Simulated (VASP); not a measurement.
Band structure of Ag2O (cuprite). Method: LDA (Ceperley-Alder, Perdew-Zunger), VASP's LDA PAW potentials (set 64) (plane waves; VASP).

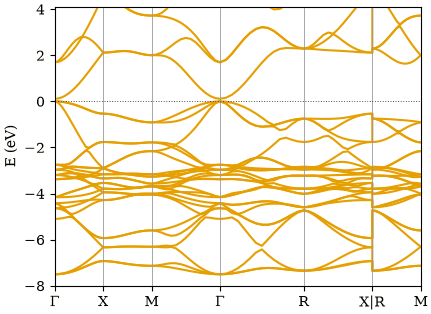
*Bands along high-symmetry lines, zero at the valence-band maximum or, without a gap, the Fermi level*

Question: Read the plot: is there a gap, and where are the band edges?

Answer: The gap is direct, 0.11 eV, from the valence maximum at Γ to the conduction minimum at Γ. (Edges off the drawn lines would not show.)

The compound is Ag2O in the cuprite structure. It was relaxed first, which changed the volume by -6 %.
